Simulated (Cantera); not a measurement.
Feed: 1 mol MgO, 0.67 mol F₂, equilibrated at 17.3 Torr.

Cantera equilibrium calculation (NASA polynomials, part measured and part estimated; ideal gas, pure solids and liquids). Candidate condensed phases: Mg, MgF₂, MgO; 14 gas species. Mutual solubility and eutectic melting of coexisting phases are not modelled. The numbers say what is thermodynamically allowed, not how fast it happens.

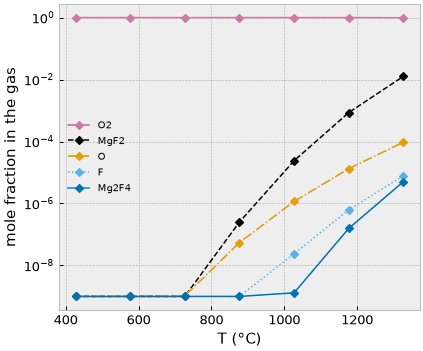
Equilibrium gas composition (values under 1e-9 drawn at 1e-9)

From 427 °C to 1177 °C the condensed part is MgF₂(s) + MgO(s). At 1327 °C the condensed part is MgF₂(l) + MgO(s).
